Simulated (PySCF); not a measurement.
# C4H6BF: NMR shifts at several levels of theory, part 1 of 2

How much do the NMR shifts of C4H6BF (`C=C/C=C\BF`) depend on the level of theory, and what does each level cost?

Computed with PySCF 2.14.0, with density-fitted response routines of our own, on a single molecule in the gas phase. Atoms count from 0, in the outputs and in this text.

### 1 Starting geometry

12 atoms, charge 0, multiplicity 1; geometry from: GFN2-xTB. The atoms were then displaced at random by about 0.01 Å, so the start is not that level's minimum.

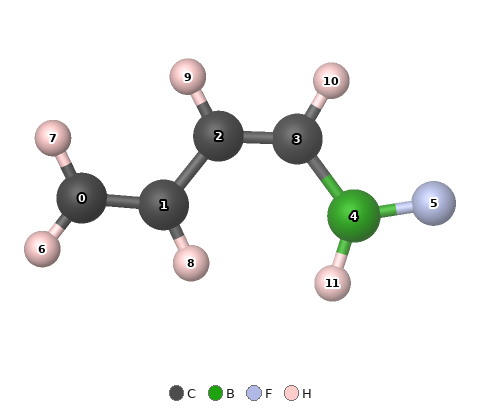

The starting geometry (carbon dark grey, boron green, fluorine light blue, hydrogen pink), atoms numbered.

### 2 Relaxing the molecule at PBE0-D3(BJ)/def2-SVP

What the job is given:

```
{"job": {"xc": "PBE0", "basis": "def2-SVP", "d3": "d3bj", "grid": 1, "shake": 0.01, "kind": "geom"}, "charge": 0, "multiplicity": 1}
C      2.225050     0.214650    -0.740530
C      0.944680    -0.118060    -0.472590
C      0.077720     0.650460     0.394310
C     -1.143710     0.355300     0.719710
B     -2.022060    -0.857120     0.237550
F     -3.265860    -0.932930     0.693980
H      2.841510    -0.342360    -1.398330
H      2.661990     1.132760    -0.325390
H      0.525100    -1.000260    -0.886760
H      0.555640     1.540210     0.831090
H     -1.681570     1.040880     1.406700
H     -1.678790    -1.711810    -0.468770
```

Command:

```bash
$ OMP_NUM_THREADS=1 python probes_run.py task.json out
```

The driver reads the jobs from task.json and runs them one after another.

The log of the run:

```text
step   0  E = -280.21026432  max force = 0.083350
step   1  E = -280.21706238  max force = 0.017776
step   2  E = -280.21765751  max force = 0.003498
step   3  E = -280.21755765  max force = 0.008039
step   4  E = -280.21786374  max force = 0.002090
step   5  E = -280.21786785  max force = 0.001833
step   6  E = -280.21790820  max force = 0.001131
step   7  E = -280.21793189  max force = 0.000555
step   8  E = -280.21793319  max force = 0.000722
step   9  E = -280.21794708  max force = 0.000403
optimisation converged
```

Run time: 42 s. Hardware: 1 thread of Arm Neoverse V1, shared host; peak memory 0.47 GiB.

Step by step: (the energy doesn't fall at every step)

```csv
step,energy from step 0 (eV),largest force component (eV/Å)
0,0.0000,4.2860
1,-0.1850,0.9141
2,-0.2012,0.1799
3,-0.1985,0.4134
4,-0.2068,0.1075
5,-0.2069,0.0943
6,-0.2080,0.0582
7,-0.2086,0.0285
8,-0.2087,0.0371
9,-0.2091,0.0207
```

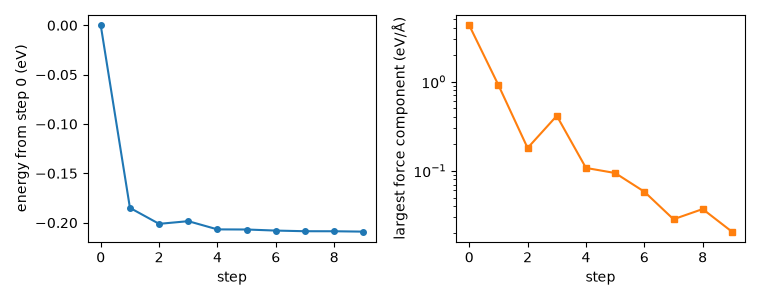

Energy and force, step by step.

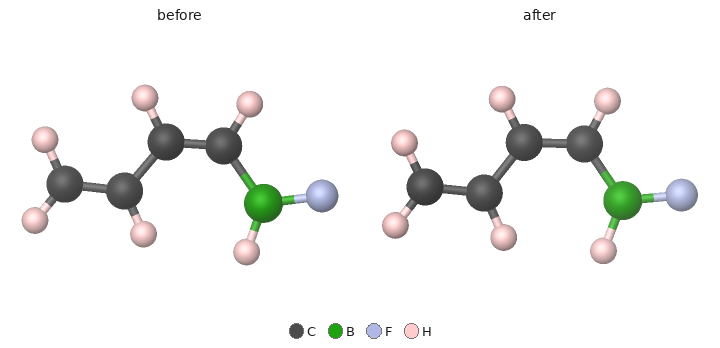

The geometry before (left) and after (right).

Distances of close pairs at the start and the end, largest changes first:

```csv
bond,before (Å),after (Å),change (Å)
C2–C3,1.298,1.356,+0.058
B4–H11,1.161,1.211,+0.051
C0–H6,1.060,1.093,+0.033
C1–H8,1.061,1.094,+0.033
C3–B4,1.573,1.541,-0.032
C3–H10,1.110,1.097,-0.013
C0–C1,1.350,1.342,-0.008
C1–C2,1.447,1.451,+0.004
```

The end geometry stands in the next job.

```csv
at the end point,value
"rotational constants (GHz, main isotopes)","14.877, 1.426, 1.301"
dipole moment (D),2.31
```

### 3 NMR shieldings: HF/pcSseg-2

What the job is given:

```
{"job": {"kind": "nmr", "xc": "HF", "basis": "pcSseg-2", "pop": false}, "charge": 0, "multiplicity": 1}
C      2.138215     0.280917    -0.908451
C      0.910737    -0.112082    -0.535543
C      0.106574     0.640346     0.409821
C     -1.144277     0.336233     0.837546
B     -1.973620    -0.884421     0.393609
F     -3.207077    -1.026171     0.869785
H      2.732675    -0.294075    -1.622382
H      2.587397     1.194691    -0.505952
H      0.482851    -1.027233    -0.955025
H      0.589561     1.548668     0.795667
H     -1.601268     1.028378     1.555332
H     -1.591225    -1.743384    -0.370138
```

Level: GIAO HF/pcSseg-2 NMR shielding, non-relativistic, gas phase.

The log of the run:

```text
final grid: 99880 points
cycle   1  E = -279.1151153578  dE =  9.797e-01  |g| = 5.651e-01  |ddm| = 2.385e+00
cycle   2  E = -279.1929135771  dE = -7.780e-02  |g| = 2.969e-01  |ddm| = 5.407e-01
cycle   3  E = -279.2073450403  dE = -1.443e-02  |g| = 7.582e-02  |ddm| = 2.129e-01
cycle   4  E = -279.2090868619  dE = -1.742e-03  |g| = 1.094e-02  |ddm| = 1.015e-01
cycle   5  E = -279.2091414204  dE = -5.456e-05  |g| = 3.539e-03  |ddm| = 1.536e-02
cycle   6  E = -279.2091484275  dE = -7.007e-06  |g| = 1.241e-03  |ddm| = 6.803e-03
cycle   7  E = -279.2091497978  dE = -1.370e-06  |g| = 5.630e-04  |ddm| = 2.822e-03
cycle   8  E = -279.2091500273  dE = -2.294e-07  |g| = 1.778e-04  |ddm| = 1.427e-03
cycle   9  E = -279.2091500591  dE = -3.180e-08  |g| = 6.976e-05  |ddm| = 4.951e-04
cycle  10  E = -279.2091500638  dE = -4.707e-09  |g| = 3.032e-05  |ddm| = 1.691e-04
cycle  11  E = -279.2091500644  dE = -6.722e-10  |g| = 8.619e-06  |ddm| = 8.133e-05
converged SCF energy = -279.2091500644

GIAO shielding tensors (ppm)
atom      isotropic    diamagn.    paramagn.     s11        s22        s33       span
  0 C       55.594     252.214    -196.620    -72.719     74.630    164.869    237.588
  1 C       48.274     249.874    -201.600    -86.393     60.472    170.743    257.136
  2 C       15.796     249.620    -233.824   -132.163     28.500    151.051    283.214
  3 C       59.017     254.831    -195.814    -60.213     62.831    174.434    234.647
  4 B       70.176     190.491    -120.315     28.295     83.617     98.616     70.321
  5 F      277.855     465.444    -187.589    118.715    214.842    500.009    381.294
  6 H       25.912      30.042      -4.130     23.379     24.898     29.459      6.080
  7 H       25.864      31.510      -5.645     22.761     25.118     29.714      6.953
  8 H       23.989      32.366      -8.377     20.911     21.971     29.085      8.174
  9 H       23.955      32.509      -8.554     19.807     22.871     29.188      9.381
 10 H       26.037      31.867      -5.830     23.684     24.753     29.674      5.990
 11 H       26.371      29.546      -3.175     23.709     26.994     28.410      4.702
```

It took 21 s on 1 thread of Arm Neoverse V1, shared host; peak memory 1.1 GiB.

Shifts follow as δ = σ(reference) − σ, with reference shieldings (ppm) from runs at the same level and on the same kind of geometry: 1H TMS 31.68, 13C TMS 191.5, 19F CFCl3 245.3, 11B BF3·OEt2 114.5. The references are single molecules in the gas phase, so shifts against H2O, NH3, PH3, H3PO4 or CFCl3 are not on the usual liquid scales and can be off by tens of ppm.

```csv
atoms,environment,σ (ppm),δ (ppm)
C2,alkene CH,15.8,175.7
C1,alkene CH,48.3,143.2
C0,terminal =CH2 carbon,55.6,135.9
C3,alkene CH,59.0,132.5
H9,hydrogen on an alkene CH,23.96,7.73
H8,hydrogen on an alkene CH,23.99,7.69
H7,hydrogen on a terminal =CH2 carbon,25.86,5.82
H6,hydrogen on a terminal =CH2 carbon,25.91,5.77
H10,hydrogen on an alkene CH,26.04,5.65
H11,"hydrogen on a boron bonded to C, F",26.37,5.31
B4,"boron bonded to C, F, H",70.2,44.3
F5,fluorine bonded to B,277.9,-32.6
```

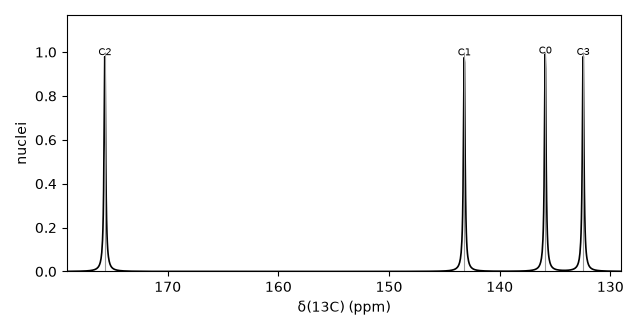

13C lines at the computed shifts, without couplings. Lines are broadened to a width of 0.17 ppm (Lorentzian).

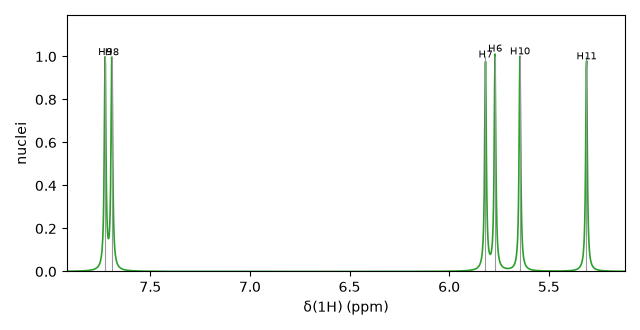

1H lines at the computed shifts, without couplings. Lines are broadened to a width of 0.01 ppm (Lorentzian).

### 4 NMR shieldings: LDA/pcSseg-2

The job, as its differences from that of step 3:

```diff
@@ -1,2 +1,2 @@
-{"job": {"kind": "nmr", "xc": "HF", "basis": "pcSseg-2", "pop": false}, "charge": 0, "multiplicity": 1}
+{"job": {"kind": "nmr", "xc": "LDA", "basis": "pcSseg-2", "pop": false}, "charge": 0, "multiplicity": 1}
 C      2.138215     0.280917    -0.908451
```

Method: GIAO LDA/pcSseg-2 NMR shielding, non-relativistic, gas phase.

The log of the run:

```text
coarse grid: 10240 points
cycle   1  E = -278.3869864658  dE =  3.915e-01  |g| = 6.473e-01  |ddm| = 2.788e+00
cycle   2  E = -278.2207003149  dE =  1.663e-01  |g| = 1.144e+00  |ddm| = 1.642e+00
cycle   3  E = -278.4683673858  dE = -2.477e-01  |g| = 2.338e-01  |ddm| = 1.159e+00
cycle   4  E = -278.4793854901  dE = -1.102e-02  |g| = 7.398e-02  |ddm| = 1.942e-01
cycle   5  E = -278.4801964897  dE = -8.110e-04  |g| = 5.762e-02  |ddm| = 9.204e-02
cycle   6  E = -278.4811288553  dE = -9.324e-04  |g| = 5.942e-03  |ddm| = 4.117e-02
cycle   7  E = -278.4811370883  dE = -8.233e-06  |g| = 2.856e-03  |ddm| = 9.160e-03
final grid: 99880 points
cycle   8  E = -278.4780530888  dE = -1.256e-04  |g| = 9.068e-03  |ddm| = 6.139e-02
cycle   9  E = -278.4779652791  dE =  8.781e-05  |g| = 1.967e-02  |ddm| = 1.929e-02
cycle  10  E = -278.4780715223  dE = -1.062e-04  |g| = 3.720e-03  |ddm| = 1.401e-02
cycle  11  E = -278.4780749604  dE = -3.438e-06  |g| = 7.590e-04  |ddm| = 2.929e-03
cycle  12  E = -278.4780750129  dE = -5.254e-08  |g| = 5.775e-04  |ddm| = 9.128e-04
cycle  13  E = -278.4780751155  dE = -1.026e-07  |g| = 1.002e-04  |ddm| = 4.363e-04
cycle  14  E = -278.4780751174  dE = -1.881e-09  |g| = 3.251e-05  |ddm| = 7.140e-05
cycle  15  E = -278.4780751176  dE = -1.906e-10  |g| = 8.815e-06  |ddm| = 2.744e-05
converged SCF energy = -278.4780751176

GIAO shielding tensors (ppm)
atom      isotropic    diamagn.    paramagn.     s11        s22        s33       span
  0 C       36.690     251.758    -215.068    -71.590     30.522    151.138    222.728
  1 C       26.367     252.869    -226.503    -90.675     13.859    155.916    246.590
  2 C       -0.305     252.180    -252.484   -122.048     -6.964    128.098    250.146
  3 C       33.483     251.890    -218.407    -77.801     21.547    156.702    234.503
  4 B       42.214     192.690    -150.475     -4.991     50.636     80.998     85.990
  5 F      168.581     463.605    -295.024    -25.156     42.927    487.972    513.128
  6 H       24.810      29.566      -4.757     22.412     24.534     27.482      5.070
  7 H       24.862      30.533      -5.672     21.801     25.062     27.721      5.920
  8 H       22.579      32.113      -9.534     19.559     21.229     26.949      7.390
  9 H       23.062      32.103      -9.041     18.985     22.617     27.584      8.598
 10 H       24.579      30.799      -6.220     21.053     24.525     28.160      7.107
 11 H       24.570      28.883      -4.314     22.553     24.430     26.725      4.172
```

Run time: 44 s. Hardware: 1 thread of Arm Neoverse V1, shared host; peak memory 1 GiB.

Key values: δ C2 180.6, C1 153.9, C3 146.8, C0 143.6, H8 8.19, H9 7.71 ppm.

### 5 Shielding tensors: PBE/pcSseg-2

The job, as its differences from that of step 4:

```diff
@@ -1,2 +1,2 @@
-{"job": {"kind": "nmr", "xc": "LDA", "basis": "pcSseg-2", "pop": false}, "charge": 0, "multiplicity": 1}
+{"job": {"kind": "nmr", "xc": "PBE", "basis": "pcSseg-2", "pop": false}, "charge": 0, "multiplicity": 1}
 C      2.138215     0.280917    -0.908451
```

With the program's defaults for keys left out, this is: GIAO PBE/pcSseg-2 NMR shielding, non-relativistic, gas phase.

The log of the run:

```text
coarse grid: 10240 points
cycle   1  E = -280.4105341338  dE =  4.068e-01  |g| = 6.444e-01  |ddm| = 2.365e+00
cycle   2  E = -280.2438115605  dE =  1.667e-01  |g| = 1.150e+00  |ddm| = 1.623e+00
cycle   3  E = -280.4890789147  dE = -2.453e-01  |g| = 2.285e-01  |ddm| = 1.159e+00
cycle   4  E = -280.4999857719  dE = -1.091e-02  |g| = 7.114e-02  |ddm| = 1.889e-01
cycle   5  E = -280.5006263634  dE = -6.406e-04  |g| = 5.827e-02  |ddm| = 8.858e-02
cycle   6  E = -280.5015924782  dE = -9.661e-04  |g| = 5.821e-03  |ddm| = 4.180e-02
cycle   7  E = -280.5015993488  dE = -6.871e-06  |g| = 3.388e-03  |ddm| = 8.189e-03
cycle   8  E = -280.5016020971  dE = -2.748e-06  |g| = 1.348e-03  |ddm| = 2.824e-03
final grid: 99880 points
cycle   9  E = -280.5061554596  dE = -1.747e-04  |g| = 1.124e-02  |ddm| = 6.690e-02
cycle  10  E = -280.5061157697  dE =  3.969e-05  |g| = 1.618e-02  |ddm| = 2.227e-02
cycle  11  E = -280.5061816872  dE = -6.592e-05  |g| = 4.543e-03  |ddm| = 1.334e-02
cycle  12  E = -280.5061881121  dE = -6.425e-06  |g| = 8.772e-04  |ddm| = 3.974e-03
cycle  13  E = -280.5061883135  dE = -2.014e-07  |g| = 2.417e-04  |ddm| = 7.631e-04
cycle  14  E = -280.5061883244  dE = -1.092e-08  |g| = 1.241e-04  |ddm| = 2.343e-04
cycle  15  E = -280.5061883283  dE = -3.970e-09  |g| = 3.716e-05  |ddm| = 1.085e-04
cycle  16  E = -280.5061883287  dE = -3.647e-10  |g| = 1.037e-05  |ddm| = 3.180e-05
converged SCF energy = -280.5061883287

GIAO shielding tensors (ppm)
atom      isotropic    diamagn.    paramagn.     s11        s22        s33       span
  0 C       42.655     252.072    -209.417    -62.886     41.097    149.755    212.641
  1 C       31.907     253.058    -221.151    -82.547     23.645    154.624    237.171
  2 C        5.795     252.837    -247.042   -114.041      2.824    128.604    242.645
  3 C       39.664     251.648    -211.984    -67.595     30.819    155.768    223.364
  4 B       47.558     192.665    -145.107      5.695     54.331     82.647     76.952
  5 F      180.230     464.484    -284.254     -6.187     66.175    480.702    486.889
  6 H       25.366      29.606      -4.240     23.022     25.027     28.049      5.027
  7 H       25.397      30.892      -5.495     22.394     25.522     28.276      5.881
  8 H       23.157      32.799      -9.643     20.179     21.827     27.464      7.284
  9 H       23.586      32.228      -8.642     19.581     23.165     28.011      8.430
 10 H       25.162      30.875      -5.713     21.810     25.060     28.615      6.805
 11 H       25.144      29.876      -4.732     23.115     25.117     27.199      4.084
```

It took 54 s on 1 thread of Arm Neoverse V1, shared host; peak memory 0.93 GiB.

Key values: δ C2 173.6, C1 147.5, C3 139.7, C0 136.7, H8 8.02, H9 7.59 ppm.

### 6 Shielding tensors: BLYP/pcSseg-2

The job, as its differences from that of step 5:

```diff
@@ -1,2 +1,2 @@
-{"job": {"kind": "nmr", "xc": "PBE", "basis": "pcSseg-2", "pop": false}, "charge": 0, "multiplicity": 1}
+{"job": {"kind": "nmr", "xc": "BLYP", "basis": "pcSseg-2", "pop": false}, "charge": 0, "multiplicity": 1}
 C      2.138215     0.280917    -0.908451
```

Level: GIAO BLYP/pcSseg-2 NMR shielding, non-relativistic, gas phase.

The log of the run:

```text
coarse grid: 10240 points
cycle   1  E = -280.6588205897  dE =  4.017e-01  |g| = 6.957e-01  |ddm| = 2.327e+00
cycle   2  E = -280.4492970740  dE =  2.095e-01  |g| = 1.281e+00  |ddm| = 1.788e+00
cycle   3  E = -280.7486635952  dE = -2.994e-01  |g| = 2.418e-01  |ddm| = 1.296e+00
cycle   4  E = -280.7604326630  dE = -1.177e-02  |g| = 7.037e-02  |ddm| = 1.949e-01
cycle   5  E = -280.7607556346  dE = -3.230e-04  |g| = 6.462e-02  |ddm| = 9.150e-02
cycle   6  E = -280.7619783233  dE = -1.223e-03  |g| = 6.943e-03  |ddm| = 4.818e-02
cycle   7  E = -280.7619888324  dE = -1.051e-05  |g| = 3.689e-03  |ddm| = 8.935e-03
cycle   8  E = -280.7619921375  dE = -3.305e-06  |g| = 1.389e-03  |ddm| = 3.072e-03
final grid: 99880 points
cycle   9  E = -280.7706712446  dE = -1.541e-04  |g| = 8.851e-03  |ddm| = 6.400e-02
cycle  10  E = -280.7706388577  dE =  3.239e-05  |g| = 1.379e-02  |ddm| = 1.697e-02
cycle  11  E = -280.7706857071  dE = -4.685e-05  |g| = 4.145e-03  |ddm| = 1.114e-02
cycle  12  E = -280.7706908262  dE = -5.119e-06  |g| = 7.780e-04  |ddm| = 3.456e-03
cycle  13  E = -280.7706909573  dE = -1.311e-07  |g| = 3.777e-04  |ddm| = 6.903e-04
cycle  14  E = -280.7706909910  dE = -3.367e-08  |g| = 1.232e-04  |ddm| = 3.047e-04
cycle  15  E = -280.7706909954  dE = -4.453e-09  |g| = 2.951e-05  |ddm| = 1.242e-04
cycle  16  E = -280.7706909956  dE = -2.208e-10  |g| = 8.465e-06  |ddm| = 2.841e-05
converged SCF energy = -280.7706909956

GIAO shielding tensors (ppm)
atom      isotropic    diamagn.    paramagn.     s11        s22        s33       span
  0 C       39.900     250.619    -210.719    -66.058     40.673    145.085    211.144
  1 C       27.514     251.751    -224.237    -88.036     20.820    149.758    237.794
  2 C        1.223     251.192    -249.969   -119.963      0.182    123.451    243.414
  3 C       35.615     249.322    -213.707    -72.428     28.587    150.686    223.114
  4 B       46.192     191.234    -145.043      4.691     53.596     80.287     75.596
  5 F      185.404     465.103    -279.699      2.925     76.406    476.881    473.956
  6 H       25.681      30.034      -4.352     23.357     25.316     28.370      5.013
  7 H       25.689      31.013      -5.324     22.706     25.800     28.562      5.855
  8 H       23.469      32.844      -9.375     20.418     22.193     27.797      7.378
  9 H       23.889      32.355      -8.466     19.835     23.508     28.326      8.491
 10 H       25.491      31.210      -5.718     22.134     25.403     28.937      6.803
 11 H       25.463      30.056      -4.592     23.442     25.401     27.547      4.105
```

Wall time 54 s (1 thread of Arm Neoverse V1, shared host); peak memory 0.93 GiB.

In short: δ C2 173.8, C1 147.5, C3 139.4, C0 135.1, H8 7.91, H9 7.49 ppm.

### 7 NMR shieldings: BP86/pcSseg-2

The job, as its differences from that of step 6:

```diff
@@ -1,2 +1,2 @@
-{"job": {"kind": "nmr", "xc": "BLYP", "basis": "pcSseg-2", "pop": false}, "charge": 0, "multiplicity": 1}
+{"job": {"kind": "nmr", "xc": "BP86", "basis": "pcSseg-2", "pop": false}, "charge": 0, "multiplicity": 1}
 C      2.138215     0.280917    -0.908451
```

With the program's defaults for keys left out, this is: GIAO BP86/pcSseg-2 NMR shielding, non-relativistic, gas phase.

The log of the run:

```text
coarse grid: 10240 points
cycle   1  E = -280.7534574424  dE =  4.080e-01  |g| = 6.502e-01  |ddm| = 2.349e+00
cycle   2  E = -280.5871279253  dE =  1.663e-01  |g| = 1.163e+00  |ddm| = 1.540e+00
cycle   3  E = -280.8316872341  dE = -2.446e-01  |g| = 2.295e-01  |ddm| = 1.078e+00
cycle   4  E = -280.8426871042  dE = -1.100e-02  |g| = 6.923e-02  |ddm| = 1.879e-01
cycle   5  E = -280.8432557511  dE = -5.686e-04  |g| = 5.797e-02  |ddm| = 8.761e-02
cycle   6  E = -280.8442211443  dE = -9.654e-04  |g| = 5.960e-03  |ddm| = 4.167e-02
cycle   7  E = -280.8442284878  dE = -7.343e-06  |g| = 3.611e-03  |ddm| = 8.267e-03
cycle   8  E = -280.8442311189  dE = -2.631e-06  |g| = 1.356e-03  |ddm| = 2.876e-03
final grid: 99880 points
cycle   9  E = -280.8476229340  dE = -1.610e-04  |g| = 8.845e-03  |ddm| = 6.474e-02
cycle  10  E = -280.8475909945  dE =  3.194e-05  |g| = 1.543e-02  |ddm| = 1.599e-02
cycle  11  E = -280.8476351490  dE = -4.415e-05  |g| = 3.299e-03  |ddm| = 1.027e-02
cycle  12  E = -280.8476379860  dE = -2.837e-06  |g| = 9.142e-04  |ddm| = 2.744e-03
cycle  13  E = -280.8476381378  dE = -1.518e-07  |g| = 5.124e-04  |ddm| = 9.130e-04
cycle  14  E = -280.8476381431  dE = -5.321e-09  |g| = 1.342e-04  |ddm| = 4.247e-04
cycle  15  E = -280.8476381936  dE = -5.044e-08  |g| = 5.324e-05  |ddm| = 1.334e-04
cycle  16  E = -280.8476381488  dE =  4.476e-08  |g| = 1.134e-05  |ddm| = 3.496e-05
cycle  17  E = -280.8476381488  dE = -2.910e-11  |g| = 2.362e-06  |ddm| = 1.127e-05
converged SCF energy = -280.8476381488

GIAO shielding tensors (ppm)
atom      isotropic    diamagn.    paramagn.     s11        s22        s33       span
  0 C       43.009     251.797    -208.788    -62.225     41.679    149.573    211.799
  1 C       32.255     253.242    -220.987    -81.822     24.260    154.326    236.149
  2 C        6.319     252.589    -246.270   -113.275      3.396    128.836    242.111
  3 C       40.257     251.148    -210.891    -66.528     31.197    156.102    222.630
  4 B       48.780     192.628    -143.848      7.664     55.645     83.031     75.367
  5 F      184.065     463.835    -279.769     -1.152     71.077    482.270    483.421
  6 H       25.441      29.704      -4.262     23.116     25.093     28.116      5.000
  7 H       25.469      30.857      -5.388     22.479     25.572     28.357      5.878
  8 H       23.267      32.849      -9.582     20.324     21.938     27.540      7.216
  9 H       23.678      32.289      -8.611     19.733     23.239     28.061      8.328
 10 H       25.249      31.004      -5.755     21.967     25.115     28.664      6.697
 11 H       25.244      29.853      -4.609     23.197     25.237     27.297      4.100
```

Run time: 57 s. Hardware: 1 thread of Arm Neoverse V1, shared host; peak memory 0.93 GiB.

Key values: δ C2 172.9, C1 146.9, C3 138.9, C0 136.2, H8 7.97, H9 7.56 ppm.

(Continued in part 2 of 2.)
